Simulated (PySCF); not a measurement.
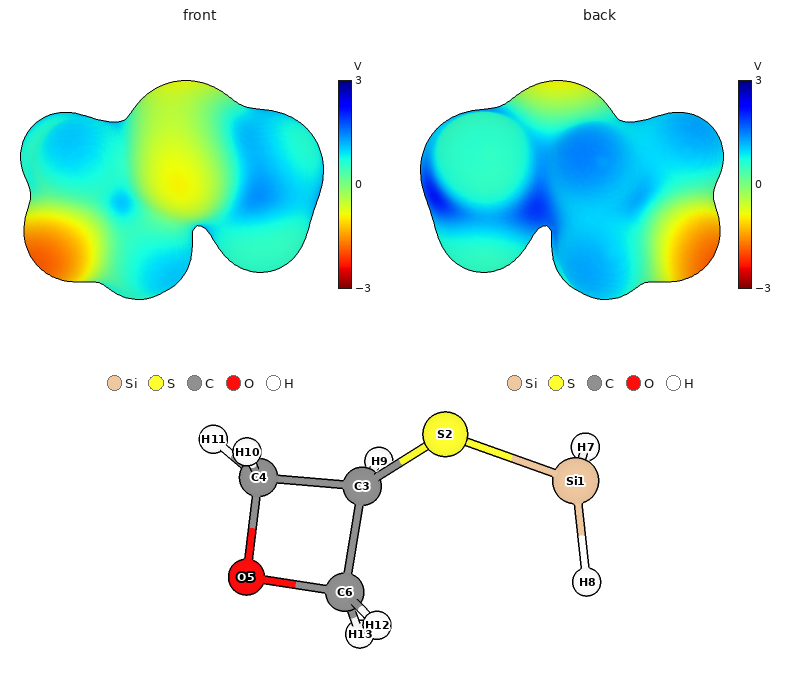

*C₃H₇OSSi (SMILES [SiH2]SC1COC1) (doublet). The electrostatic potential painted on the density surface at 0.004 e/bohr³, seen from the front and from behind; the colour scale runs from red (negative) to blue (positive). The bare structure is drawn below in the same view.*

Geometry: GFN2-xTB.

All numbers below come from UKS B3LYP, pcH-1 on C H O S Si, non-relativistic, mean-field spin-orbit, GIAO (PySCF 2.14.0, density-fitted response routines).

| atom | x (Å) | y (Å) | z (Å) |
| --- | --- | --- | --- |
| Si | 2.7132 | 0.2337 | 0.3505 |
| S | 0.8436 | 1.1749 | 0.7893 |
| C | -0.2217 | 0.4041 | -0.4688 |
| C | -1.7125 | 0.7203 | -0.3491 |
| O | -2.0309 | -0.6715 | -0.3037 |
| C | -0.6556 | -1.0431 | -0.2329 |
| H | 3.1116 | 0.5121 | -1.0201 |
| H | 2.6784 | -1.1822 | 0.6774 |
| H | 0.2043 | 0.5992 | -1.4520 |
| H | -1.9866 | 1.2301 | 0.5792 |
| H | -2.1730 | 1.2255 | -1.2010 |
| H | -0.3951 | -1.4347 | 0.7561 |
| H | -0.3800 | -1.7680 | -1.0037 |

Question: Describe the electrostatic potential map.

Answer: The most negative region (about −1.8 V) lies over O5, the most positive (about +1.9 V) over Si1. O5 is the likeliest acceptor of a hydrogen bond.
